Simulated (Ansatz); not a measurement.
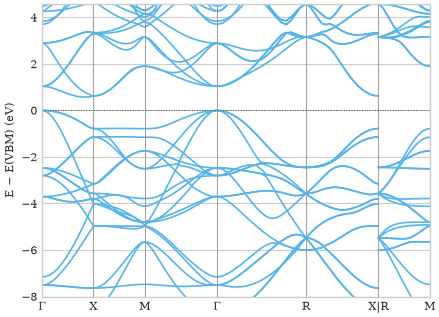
Figure: Band structure from the program Ansatz at the PBE level (PAW)

Q: Read off the gap and where the band edges lie.

A: About 0.6 eV (0.57 eV by a search for the band edges); maximum at Γ, minimum on the Γ–X line, 83 % of the way from Γ.

The material is BAs in space group Pm-3n (No. 223; B on 6c, As on 6d).

The start of the workflow was typed in or built on a structure type; neither database checked (COD, Materials Project) lists it. It is not the phase usual at ambient conditions (space group No. 216). Symmetry was held in the PBE relaxation; its stability against distortions is not shown here. Its formation energy is positive at this level, so the cell may be metastable or incomplete. Spin–orbit coupling is left out wherever it is not named.

Potentials: the later of the program's two PAW sets.
